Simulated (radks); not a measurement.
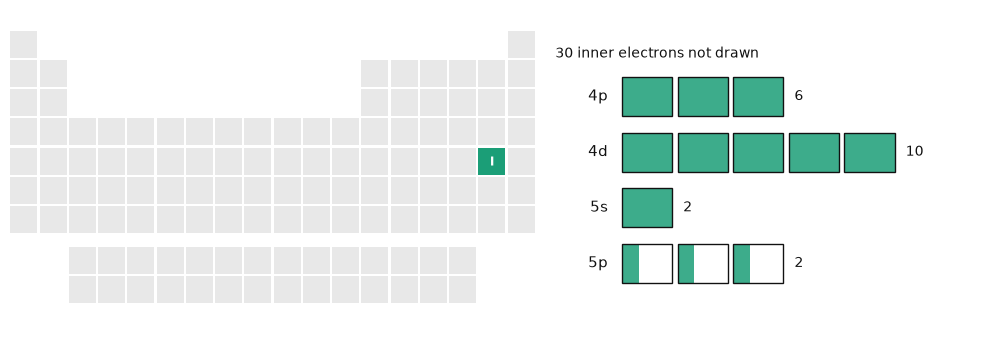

Fig. 1: Left, the place of iodine in the periodic table; right, the outer shells as the input fills them: a box for each of the 2l + 1 orbitals, shaded by the share of the shell that is filled, with the electron count at the right.

**I³⁺: atomic calculation**

I³⁺, configuration [Kr] 4d10 5s2 5p2. Level asked for: scalar-relativistic Kohn-Sham, SCAN, spin-polarised, spherical densities, finite nucleus (radks).

## The input
```
Z 53
configuration [Kr] 4d10 5s2 5p2
relativity scalar-relativistic
functional scan,scan
spin polarised
nucleus finite rms 4.75 fm
c 137.035999084
```

Energies in input and log are in hartree, lengths in bohr (the nuclear radius in fm).

Hardware: 1 CPU thread, shared host.

## Log
```
1s      1   1.0000       -1215.44722076
2s      1   1.0000        -189.46162027
2p      1   3.0000        -170.03238245
3s      1   1.0000         -39.46647916
3p      1   3.0000         -33.11730221
3d      1   5.0000         -23.64159679
4s      1   1.0000          -7.99721556
4p      1   3.0000          -5.99536842
4d      1   5.0000          -3.07019944
5s      1   1.0000          -1.76952015
5p      1   2.0000          -1.30578779
1s      2   1.0000       -1215.44351107
2s      2   1.0000        -189.46019808
2p      2   3.0000        -170.02932019
3s      2   1.0000         -39.46403678
3p      2   3.0000         -33.11388257
4p      2   3.0000          -5.98859344
4d      2   5.0000          -3.05701972
5s      2   1.0000          -1.67465055
5p      2   0.0000          -2.33037762
Etot 1.422864357592208e+17
Ekin 129392875.90697268
Encl -43559829741.5818
Eh 1.4228681902770464e+17
Exc -339838046970.06946
err 1441470879171.3677
it 122
```

## Outcome

```tsv
quantity	value
outcome	not converged
total energy	142286435759220800.0000 hartree
kinetic energy	129392875.9070 hartree
electron–nucleus energy	−43559829741.5818 hartree
Hartree energy	142286819027704640.0000 hartree
exchange–correlation energy	−339838046970.0695 hartree
SCF iterations	122
wall time	3.3 s
```

## Diagnosis

The run did not meet its convergence test in 122 iterations, so its last values are not results.
